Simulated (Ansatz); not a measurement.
**CH₉NSi: molecular dynamics (part 1 of 2)**

CH₉NSi, computed with RKS B3LYP-D4/6-31G* (Ansatz 0.2.0).

It belongs to a series of runs on one base structure; here: dynamics from the highest image of the converged band. Figures and captions count atoms from 1; the log counts them from 0 in places.

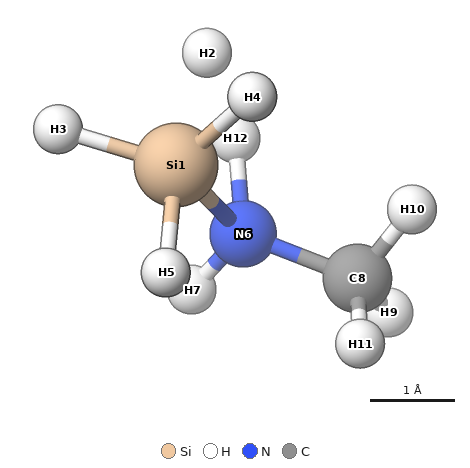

**Figure 1.** The structure as given in the input (ball-and-stick view, seen at a tilt; atoms are numbered from 1 in the order of the input). Bond lengths as drawn: C–H 1.09 Å, C–N 1.48 Å, H–N 1.02 to 1.20 Å, H–Si 1.48 to 1.51 Å and N–Si 1.90 Å.

### Results in brief

- outcome: finished
- mean temperature over the second half: 1158 K
- trajectory: 96 steps, 48 fs
- ensemble: nve
- temperature in the input: 300.0 K
- time step: 0.5 fs
- potential energy (last step): −10550.5994 eV
- mean-field energy (last step): −10550.3223 eV
- largest force (length of the vector) (last step): 1.079 eV/Å
- hardware: 1 thread of Arm Neoverse V2, 24 GiB of memory available, shared host
- wall time: 3.5 min
- peak memory: 0.13 GiB

### Remarks

So short a trajectory is not equilibrated.

### The input
```yaml
crystal:
  periodic: [false, false, false]
  atoms:
    - { symbol: Si, position_ang: [-0.290552, 0.157266, -0.019521] }
    - { symbol: H, position_ang: [0.487381, -0.147335, 1.785325] }
    - { symbol: H, position_ang: [0.574801, -0.969919, -0.435943] }
    - { symbol: H, position_ang: [0.298507, 1.510831, 0.089807] }
    - { symbol: H, position_ang: [-1.241971, 0.298246, -1.189901] }
    - { symbol: "N", position_ang: [-1.651042, -0.23783, 1.240727] }
    - { symbol: H, position_ang: [-2.133626, -1.119584, 1.051321] }
    - { symbol: C, position_ang: [-2.591942, 0.846862, 1.581577] }
    - { symbol: H, position_ang: [-3.297342, 0.51408, 2.34784] }
    - { symbol: H, position_ang: [-2.013877, 1.686123, 1.980356] }
    - { symbol: H, position_ang: [-3.146132, 1.184956, 0.70037] }
    - { symbol: H, position_ang: [-0.662106, -0.326197, 1.920444] }
basis:
  gaussian: { orbitals: "6-31G*" }
hamiltonian:
  xc: b3lyp
  dispersion: d4
md:
  timestep: 0.5
  n_steps: 96
  ensemble: nve
  temperature: 300.0
  initial_velocities: maxwell_boltzmann
  seed: 7817
```

Run as:
```bash
ansatz run input.yaml --threads 1 --pin off --max-ram 2048MiB --backend cpu --events-out ev --progress --plain --runs-dir out
```

### The program's output
```
Engine: ansatz 0.2.0, aarch64-unknown-linux-gnu
Functional definition: B3LYP
  parameter a0 = 0.2
  parameter ax = 0.72
  parameter ac = 0.81
  exchange = (1 - a0 - ax)*slater_x + ax*b88_x + a0*exact_x
  correlation = (1 - ac)*vwn_rpa_c + ac*lyp_c
808 factors; integrals over basis functions are off by at most 6.6e-4 eV
mean field evaluation 1: about -10544.8267 eV, gradient 4.4e1 eV
mean field evaluation 2: about -10540.5621 eV, gradient 6.2e1 eV
mean field evaluation 4: about -10548.9398 eV, gradient 2.5e0 eV
mean field evaluation 8: about -10548.9655 eV, gradient 8.0e-2 eV
mean field evaluation 16: about -10548.9655 eV, gradient 1.4e-5 eV
mean field -10548.96548700 eV, -387.6673313016 hartree, gradient 1.4e-5 eV, S^2 0.000000; 0 other end points of the search recorded, 0 dependent functions left out
the calculation of the forces begins
reference -10548.96570732 eV, -387.6673393984 hartree; 18, 18 occupied and 49, 49 virtual orbitals, 808 factors
md step     0: t =     0.00 fs  T =   300.0 K  F+E_penalty+E_count = -10549.30932056 eV  E_kin = 0.387780 eV  conserved = -10548.92154057 eV  (24 SCF iters)
these checks for a lower state are left out or cut short: starts, cluster_reference, orbital_swaps, neighbouring_geometries, increment
808 factors; integrals over basis functions are off by at most 6.5e-4 eV
mean field -10548.95820818 eV, -387.6670638099 hartree, gradient 4.0e-5 eV, S^2 0.000000; 0 other end points of the search recorded, 0 dependent functions left out
the calculation of the forces begins
reference -10548.95842799 eV, -387.6670718880 hartree; 18, 18 occupied and 49, 49 virtual orbitals, 808 factors
md step     1: t =     0.50 fs  T =   294.3 K  F+E_penalty+E_count = -10549.30192777 eV  E_kin = 0.380445 eV  conserved = -10548.92148297 eV  (24 SCF iters, 3 dispersion substeps)
[... from here on the SCF iterations and repeated set-up lines of each step are left out, up to the last step ...]
md step     2: t =     1.00 fs  T =   278.3 K  F+E_penalty+E_count = -10549.28099781 eV  E_kin = 0.359767 eV  conserved = -10548.92123063 eV  (24 SCF iters, 3 dispersion substeps)
md step     3: t =     1.50 fs  T =   255.1 K  F+E_penalty+E_count = -10549.25059577 eV  E_kin = 0.329753 eV  conserved = -10548.92084243 eV  (24 SCF iters, 3 dispersion substeps)
md step     4: t =     2.00 fs  T =   229.3 K  F+E_penalty+E_count = -10549.21681939 eV  E_kin = 0.296380 eV  conserved = -10548.92043902 eV  (23 SCF iters, 3 dispersion substeps)
md step     5: t =     2.50 fs  T =   205.6 K  F+E_penalty+E_count = -10549.18593465 eV  E_kin = 0.265783 eV  conserved = -10548.92015119 eV  (22 SCF iters, 3 dispersion substeps)
md step     6: t =     3.00 fs  T =   187.5 K  F+E_penalty+E_count = -10549.16240242 eV  E_kin = 0.242353 eV  conserved = -10548.92004982 eV  (22 SCF iters, 3 dispersion substeps)
md step     7: t =     3.50 fs  T =   176.2 K  F+E_penalty+E_count = -10549.14783556 eV  E_kin = 0.227726 eV  conserved = -10548.92010978 eV  (22 SCF iters, 3 dispersion substeps)
md step     8: t =     4.00 fs  T =   171.1 K  F+E_penalty+E_count = -10549.14140129 eV  E_kin = 0.221165 eV  conserved = -10548.92023674 eV  (24 SCF iters, 3 dispersion substeps)
md step     9: t =     4.50 fs  T =   170.9 K  F+E_penalty+E_count = -10549.14124387 eV  E_kin = 0.220911 eV  conserved = -10548.92033269 eV  (24 SCF iters, 3 dispersion substeps)
md step    10: t =     5.00 fs  T =   174.5 K  F+E_penalty+E_count = -10549.14596070 eV  E_kin = 0.225616 eV  conserved = -10548.92034442 eV  (24 SCF iters, 3 dispersion substeps)
md step    11: t =     5.50 fs  T =   181.9 K  F+E_penalty+E_count = -10549.15540766 eV  E_kin = 0.235134 eV  conserved = -10548.92027409 eV  (24 SCF iters, 3 dispersion substeps)
md step    12: t =     6.00 fs  T =   193.8 K  F+E_penalty+E_count = -10549.17069156 eV  E_kin = 0.250531 eV  conserved = -10548.92016017 eV  (24 SCF iters, 3 dispersion substeps)
md step    13: t =     6.50 fs  T =   211.6 K  F+E_penalty+E_count = -10549.19361426 eV  E_kin = 0.273560 eV  conserved = -10548.92005432 eV  (24 SCF iters, 3 dispersion substeps)
md step    14: t =     7.00 fs  T =   236.7 K  F+E_penalty+E_count = -10549.22590417 eV  E_kin = 0.305899 eV  conserved = -10548.92000469 eV  (24 SCF iters, 3 dispersion substeps)
md step    15: t =     7.50 fs  T =   269.6 K  F+E_penalty+E_count = -10549.26848343 eV  E_kin = 0.348436 eV  conserved = -10548.92004722 eV  (24 SCF iters, 3 dispersion substeps)
md step    16: t =     8.00 fs  T =   310.0 K  F+E_penalty+E_count = -10549.32092047 eV  E_kin = 0.400722 eV  conserved = -10548.92019814 eV  (24 SCF iters, 3 dispersion substeps)
md step    17: t =     8.50 fs  T =   356.4 K  F+E_penalty+E_count = -10549.38118256 eV  E_kin = 0.460736 eV  conserved = -10548.92044691 eV  (24 SCF iters, 3 dispersion substeps)
md step    18: t =     9.00 fs  T =   406.2 K  F+E_penalty+E_count = -10549.44579451 eV  E_kin = 0.525042 eV  conserved = -10548.92075204 eV  (24 SCF iters, 3 dispersion substeps)
md step    19: t =     9.50 fs  T =   456.0 K  F+E_penalty+E_count = -10549.51046216 eV  E_kin = 0.589416 eV  conserved = -10548.92104624 eV  (24 SCF iters, 3 dispersion substeps)
md step    20: t =    10.00 fs  T =   502.7 K  F+E_penalty+E_count = -10549.57106379 eV  E_kin = 0.649804 eV  conserved = -10548.92125934 eV  (24 SCF iters, 3 dispersion substeps)
md step    21: t =    10.50 fs  T =   544.1 K  F+E_penalty+E_count = -10549.62467110 eV  E_kin = 0.703319 eV  conserved = -10548.92135188 eV  (24 SCF iters, 3 dispersion substeps)
md step    22: t =    11.00 fs  T =   579.3 K  F+E_penalty+E_count = -10549.67012992 eV  E_kin = 0.748795 eV  conserved = -10548.92133476 eV  (24 SCF iters, 3 dispersion substeps)
md step    23: t =    11.50 fs  T =   608.6 K  F+E_penalty+E_count = -10549.70791886 eV  E_kin = 0.786662 eV  conserved = -10548.92125728 eV  (24 SCF iters, 3 dispersion substeps)
md step    24: t =    12.00 fs  T =   633.1 K  F+E_penalty+E_count = -10549.73945339 eV  E_kin = 0.818281 eV  conserved = -10548.92117227 eV  (23 SCF iters, 3 dispersion substeps)
md step    25: t =    12.50 fs  T =   653.9 K  F+E_penalty+E_count = -10549.76629780 eV  E_kin = 0.845180 eV  conserved = -10548.92111804 eV  (24 SCF iters, 3 dispersion substeps)
md step    26: t =    13.00 fs  T =   671.9 K  F+E_penalty+E_count = -10549.78955556 eV  E_kin = 0.868435 eV  conserved = -10548.92112070 eV  (24 SCF iters, 3 dispersion substeps)
md step    27: t =    13.50 fs  T =   687.2 K  F+E_penalty+E_count = -10549.80944990 eV  E_kin = 0.888262 eV  conserved = -10548.92118760 eV  (24 SCF iters, 3 dispersion substeps)
md step    28: t =    14.00 fs  T =   699.3 K  F+E_penalty+E_count = -10549.82520664 eV  E_kin = 0.903916 eV  conserved = -10548.92129066 eV  (24 SCF iters, 3 dispersion substeps)
md step    29: t =    14.50 fs  T =   707.2 K  F+E_penalty+E_count = -10549.83547996 eV  E_kin = 0.914112 eV  conserved = -10548.92136770 eV  (24 SCF iters, 3 dispersion substeps)
md step    30: t =    15.00 fs  T =   710.1 K  F+E_penalty+E_count = -10549.83929277 eV  E_kin = 0.917939 eV  conserved = -10548.92135412 eV  (24 SCF iters, 3 dispersion substeps)
md step    31: t =    15.50 fs  T =   708.5 K  F+E_penalty+E_count = -10549.83700973 eV  E_kin = 0.915786 eV  conserved = -10548.92122337 eV  (24 SCF iters, 3 dispersion substeps)
md step    32: t =    16.00 fs  T =   703.8 K  F+E_penalty+E_count = -10549.83074254 eV  E_kin = 0.909740 eV  conserved = -10548.92100208 eV  (24 SCF iters, 3 dispersion substeps)
md step    33: t =    16.50 fs  T =   698.7 K  F+E_penalty+E_count = -10549.82395418 eV  E_kin = 0.903201 eV  conserved = -10548.92075345 eV  (24 SCF iters, 3 dispersion substeps)
md step    34: t =    17.00 fs  T =   696.2 K  F+E_penalty+E_count = -10549.82050677 eV  E_kin = 0.899961 eV  conserved = -10548.92054532 eV  (24 SCF iters, 3 dispersion substeps)
md step    35: t =    17.50 fs  T =   698.7 K  F+E_penalty+E_count = -10549.82361865 eV  E_kin = 0.903193 eV  conserved = -10548.92042591 eV  (24 SCF iters, 3 dispersion substeps)
md step    36: t =    18.00 fs  T =   707.6 K  F+E_penalty+E_count = -10549.83511023 eV  E_kin = 0.914697 eV  conserved = -10548.92041332 eV  (24 SCF iters, 3 dispersion substeps)
md step    37: t =    18.50 fs  T =   723.1 K  F+E_penalty+E_count = -10549.85512778 eV  E_kin = 0.934635 eV  conserved = -10548.92049277 eV  (24 SCF iters, 3 dispersion substeps)
md step    38: t =    19.00 fs  T =   744.0 K  F+E_penalty+E_count = -10549.88238143 eV  E_kin = 0.961757 eV  conserved = -10548.92062460 eV  (24 SCF iters, 3 dispersion substeps)
md step    39: t =    19.50 fs  T =   769.0 K  F+E_penalty+E_count = -10549.91477354 eV  E_kin = 0.994012 eV  conserved = -10548.92076191 eV  (24 SCF iters, 3 dispersion substeps)
md step    40: t =    20.00 fs  T =   796.3 K  F+E_penalty+E_count = -10549.95012214 eV  E_kin = 1.029243 eV  conserved = -10548.92087898 eV  (24 SCF iters, 3 dispersion substeps)
md step    41: t =    20.50 fs  T =   824.4 K  F+E_penalty+E_count = -10549.98655669 eV  E_kin = 1.065566 eV  conserved = -10548.92099070 eV  (24 SCF iters, 3 dispersion substeps)
md step    42: t =    21.00 fs  T =   851.9 K  F+E_penalty+E_count = -10550.02231434 eV  E_kin = 1.101176 eV  conserved = -10548.92113797 eV  (24 SCF iters, 3 dispersion substeps)
md step    43: t =    21.50 fs  T =   877.2 K  F+E_penalty+E_count = -10550.05517223 eV  E_kin = 1.133836 eV  conserved = -10548.92133640 eV  (24 SCF iters, 3 dispersion substeps)
md step    44: t =    22.00 fs  T =   898.0 K  F+E_penalty+E_count = -10550.08225013 eV  E_kin = 1.160714 eV  conserved = -10548.92153633 eV  (24 SCF iters, 3 dispersion substeps)
md step    45: t =    22.50 fs  T =   912.2 K  F+E_penalty+E_count = -10550.10072604 eV  E_kin = 1.179075 eV  conserved = -10548.92165065 eV  (24 SCF iters, 3 dispersion substeps)
md step    46: t =    23.00 fs  T =   918.6 K  F+E_penalty+E_count = -10550.10906090 eV  E_kin = 1.187428 eV  conserved = -10548.92163328 eV  (24 SCF iters, 3 dispersion substeps)
md step    47: t =    23.50 fs  T =   917.6 K  F+E_penalty+E_count = -10550.10763257 eV  E_kin = 1.186109 eV  conserved = -10548.92152371 eV  (24 SCF iters, 3 dispersion substeps)
md step    48: t =    24.00 fs  T =   910.4 K  F+E_penalty+E_count = -10550.09816383 eV  E_kin = 1.176759 eV  conserved = -10548.92140501 eV  (24 SCF iters, 3 dispersion substeps)
md step    49: t =    24.50 fs  T =   898.4 K  F+E_penalty+E_count = -10550.08253143 eV  E_kin = 1.161208 eV  conserved = -10548.92132297 eV  (24 SCF iters, 3 dispersion substeps)
md step    50: t =    25.00 fs  T =   882.6 K  F+E_penalty+E_count = -10550.06208709 eV  E_kin = 1.140833 eV  conserved = -10548.92125432 eV  (24 SCF iters, 3 dispersion substeps)
md step    51: t =    25.50 fs  T =   864.0 K  F+E_penalty+E_count = -10550.03796153 eV  E_kin = 1.116817 eV  conserved = -10548.92114486 eV  (24 SCF iters, 3 dispersion substeps)
md step    52: t =    26.00 fs  T =   843.9 K  F+E_penalty+E_count = -10550.01183071 eV  E_kin = 1.090862 eV  conserved = -10548.92096882 eV  (24 SCF iters, 3 dispersion substeps)
md step    53: t =    26.50 fs  T =   824.4 K  F+E_penalty+E_count = -10549.98631429 eV  E_kin = 1.065566 eV  conserved = -10548.92074850 eV  (24 SCF iters, 3 dispersion substeps)
md step    54: t =    27.00 fs  T =   807.8 K  F+E_penalty+E_count = -10549.96466068 eV  E_kin = 1.044122 eV  conserved = -10548.92053872 eV  (24 SCF iters, 3 dispersion substeps)
md step    55: t =    27.50 fs  T =   796.5 K  F+E_penalty+E_count = -10549.94995584 eV  E_kin = 1.029565 eV  conserved = -10548.92039082 eV  (24 SCF iters, 3 dispersion substeps)
md step    56: t =    28.00 fs  T =   792.2 K  F+E_penalty+E_count = -10549.94437523 eV  E_kin = 1.024051 eV  conserved = -10548.92032400 eV  (24 SCF iters, 3 dispersion substeps)
md step    57: t =    28.50 fs  T =   795.7 K  F+E_penalty+E_count = -10549.94890272 eV  E_kin = 1.028585 eV  conserved = -10548.92031723 eV  (24 SCF iters, 3 dispersion substeps)
md step    58: t =    29.00 fs  T =   807.2 K  F+E_penalty+E_count = -10549.96364619 eV  E_kin = 1.043322 eV  conserved = -10548.92032390 eV  (24 SCF iters, 3 dispersion substeps)
md step    59: t =    29.50 fs  T =   826.4 K  F+E_penalty+E_count = -10549.98851640 eV  E_kin = 1.068208 eV  conserved = -10548.92030819 eV  (24 SCF iters, 3 dispersion substeps)
md step    60: t =    30.00 fs  T =   853.6 K  F+E_penalty+E_count = -10550.02371314 eV  E_kin = 1.103425 eV  conserved = -10548.92028848 eV  (24 SCF iters, 3 dispersion substeps)
md step    61: t =    30.50 fs  T =   889.0 K  F+E_penalty+E_count = -10550.06941482 eV  E_kin = 1.149070 eV  conserved = -10548.92034506 eV  (25 SCF iters, 3 dispersion substeps)
md step    62: t =    31.00 fs  T =   931.5 K  F+E_penalty+E_count = -10550.12459317 eV  E_kin = 1.204028 eV  conserved = -10548.92056498 eV  (24 SCF iters, 3 dispersion substeps)
md step    63: t =    31.50 fs  T =   978.5 K  F+E_penalty+E_count = -10550.18579347 eV  E_kin = 1.264845 eV  conserved = -10548.92094852 eV  (24 SCF iters, 3 dispersion substeps)
md step    64: t =    32.00 fs  T =  1025.7 K  F+E_penalty+E_count = -10550.24720832 eV  E_kin = 1.325840 eV  conserved = -10548.92136797 eV  (24 SCF iters, 3 dispersion substeps)
md step    65: t =    32.50 fs  T =  1068.4 K  F+E_penalty+E_count = -10550.30260935 eV  E_kin = 1.380977 eV  conserved = -10548.92163262 eV  (24 SCF iters, 3 dispersion substeps)
md step    66: t =    33.00 fs  T =  1103.6 K  F+E_penalty+E_count = -10550.34816563 eV  E_kin = 1.426549 eV  conserved = -10548.92161668 eV  (24 SCF iters, 3 dispersion substeps)
md step    67: t =    33.50 fs  T =  1131.8 K  F+E_penalty+E_count = -10550.38429257 eV  E_kin = 1.462948 eV  conserved = -10548.92134410 eV  (24 SCF iters, 3 dispersion substeps)
md step    68: t =    34.00 fs  T =  1156.0 K  F+E_penalty+E_count = -10550.41527666 eV  E_kin = 1.494303 eV  conserved = -10548.92097386 eV  (23 SCF iters, 3 dispersion substeps)
md step    69: t =    34.50 fs  T =  1180.7 K  F+E_penalty+E_count = -10550.44689886 eV  E_kin = 1.526199 eV  conserved = -10548.92069942 eV  (24 SCF iters, 3 dispersion substeps)
md step    70: t =    35.00 fs  T =  1209.1 K  F+E_penalty+E_count = -10550.48351428 eV  E_kin = 1.562874 eV  conserved = -10548.92064034 eV  (24 SCF iters, 3 dispersion substeps)
md step    71: t =    35.50 fs  T =  1242.0 K  F+E_penalty+E_count = -10550.52620402 eV  E_kin = 1.605410 eV  conserved = -10548.92079444 eV  (24 SCF iters, 3 dispersion substeps)
md step    72: t =    36.00 fs  T =  1277.8 K  F+E_penalty+E_count = -10550.57272907 eV  E_kin = 1.651657 eV  conserved = -10548.92107157 eV  (24 SCF iters, 3 dispersion substeps)
md step    73: t =    36.50 fs  T =  1313.2 K  F+E_penalty+E_count = -10550.61883331 eV  E_kin = 1.697469 eV  conserved = -10548.92136431 eV  (24 SCF iters, 3 dispersion substeps)
md step    74: t =    37.00 fs  T =  1344.8 K  F+E_penalty+E_count = -10550.65987850 eV  E_kin = 1.738282 eV  conserved = -10548.92159662 eV  (24 SCF iters, 3 dispersion substeps)
md step    75: t =    37.50 fs  T =  1369.6 K  F+E_penalty+E_count = -10550.69207235 eV  E_kin = 1.770344 eV  conserved = -10548.92172859 eV  (24 SCF iters, 3 dispersion substeps)
md step    76: t =    38.00 fs  T =  1385.9 K  F+E_penalty+E_count = -10550.71316643 eV  E_kin = 1.791428 eV  conserved = -10548.92173816 eV  (24 SCF iters, 3 dispersion substeps)
md step    77: t =    38.50 fs  T =  1393.5 K  F+E_penalty+E_count = -10550.72285588 eV  E_kin = 1.801246 eV  conserved = -10548.92160971 eV  (24 SCF iters, 3 dispersion substeps)
md step    78: t =    39.00 fs  T =  1393.8 K  F+E_penalty+E_count = -10550.72301821 eV  E_kin = 1.801669 eV  conserved = -10548.92134889 eV  (24 SCF iters, 3 dispersion substeps)
md step    79: t =    39.50 fs  T =  1389.9 K  F+E_penalty+E_count = -10550.71757000 eV  E_kin = 1.796557 eV  conserved = -10548.92101319 eV  (24 SCF iters, 3 dispersion substeps)
md step    80: t =    40.00 fs  T =  1385.4 K  F+E_penalty+E_count = -10550.71152196 eV  E_kin = 1.790800 eV  conserved = -10548.92072166 eV  (24 SCF iters, 3 dispersion substeps)
md step    81: t =    40.50 fs  T =  1383.7 K  F+E_penalty+E_count = -10550.70915640 eV  E_kin = 1.788550 eV  conserved = -10548.92060675 eV  (25 SCF iters, 3 dispersion substeps)
md step    82: t =    41.00 fs  T =  1385.8 K  F+E_penalty+E_count = -10550.71207016 eV  E_kin = 1.791344 eV  conserved = -10548.92072595 eV  (24 SCF iters, 3 dispersion substeps)
md step    83: t =    41.50 fs  T =  1390.5 K  F+E_penalty+E_count = -10550.71835263 eV  E_kin = 1.797342 eV  conserved = -10548.92101096 eV  (24 SCF iters, 3 dispersion substeps)
md step    84: t =    42.00 fs  T =  1394.3 K  F+E_penalty+E_count = -10550.72362186 eV  E_kin = 1.802316 eV  conserved = -10548.92130593 eV  (24 SCF iters, 3 dispersion substeps)
md step    85: t =    42.50 fs  T =  1394.0 K  F+E_penalty+E_count = -10550.72336026 eV  E_kin = 1.801898 eV  conserved = -10548.92146243 eV  (23 SCF iters, 3 dispersion substeps)
md step    86: t =    43.00 fs  T =  1387.7 K  F+E_penalty+E_count = -10550.71516870 eV  E_kin = 1.793757 eV  conserved = -10548.92141184 eV  (24 SCF iters, 3 dispersion substeps)
md step    87: t =    43.50 fs  T =  1376.0 K  F+E_penalty+E_count = -10550.69982866 eV  E_kin = 1.778646 eV  conserved = -10548.92118290 eV  (24 SCF iters, 3 dispersion substeps)
md step    88: t =    44.00 fs  T =  1361.6 K  F+E_penalty+E_count = -10550.68086921 eV  E_kin = 1.759991 eV  conserved = -10548.92087828 eV  (24 SCF iters, 3 dispersion substeps)
md step    89: t =    44.50 fs  T =  1347.9 K  F+E_penalty+E_count = -10550.66298212 eV  E_kin = 1.742352 eV  conserved = -10548.92062996 eV  (24 SCF iters, 3 dispersion substeps)
md step    90: t =    45.00 fs  T =  1337.9 K  F+E_penalty+E_count = -10550.64997653 eV  E_kin = 1.729430 eV  conserved = -10548.92054616 eV  (24 SCF iters, 3 dispersion substeps)
md step    91: t =    45.50 fs  T =  1332.6 K  F+E_penalty+E_count = -10550.64312090 eV  E_kin = 1.722460 eV  conserved = -10548.92066138 eV  (25 SCF iters, 3 dispersion substeps)
md step    92: t =    46.00 fs  T =  1330.4 K  F+E_penalty+E_count = -10550.64061744 eV  E_kin = 1.719697 eV  conserved = -10548.92092051 eV  (24 SCF iters, 3 dispersion substeps)
md step    93: t =    46.50 fs  T =  1328.5 K  F+E_penalty+E_count = -10550.63844739 eV  E_kin = 1.717241 eV  conserved = -10548.92120653 eV  (24 SCF iters, 3 dispersion substeps)
md step    94: t =    47.00 fs  T =  1323.5 K  F+E_penalty+E_count = -10550.63217883 eV  E_kin = 1.710788 eV  conserved = -10548.92139091 eV  (24 SCF iters, 3 dispersion substeps)
md step    95: t =    47.50 fs  T =  1313.3 K  F+E_penalty+E_count = -10550.61897791 eV  E_kin = 1.697601 eV  conserved = -10548.92137723 eV  (24 SCF iters, 3 dispersion substeps)
these checks for a lower state are left out or cut short: starts, cluster_reference, orbital_swaps, neighbouring_geometries, increment
808 factors; integrals over basis functions are off by at most 8.1e-4 eV
mean field -10550.32205382 eV, -387.7171842128 hartree, gradient 5.0e-5 eV, S^2 0.000000; 0 other end points of the search recorded, 0 dependent functions left out
the calculation of the forces begins
reference -10550.32228422 eV, -387.7171926797 hartree; 18, 18 occupied and 49, 49 virtual orbitals, 808 factors
808 factors; integrals over basis functions are off by at most 8.1e-4 eV
mean field evaluation 576: about -10550.3221 eV, gradient 9.7e-3 eV
mean field -10550.32205382 eV, -387.7171842128 hartree, gradient 5.0e-5 eV, S^2 0.000000; 1 other end points of the search recorded, 0 dependent functions left out
the calculation of the forces begins
reference -10550.32228422 eV, -387.7171926797 hartree; 18, 18 occupied and 49, 49 virtual orbitals, 808 factors
md step    96: t =    48.00 fs  T =  1298.2 K  F+E_penalty+E_count = -10550.59912787 eV  E_kin = 1.677997 eV  conserved = -10548.92113065 eV  (25 SCF iters, 3 dispersion substeps)
```
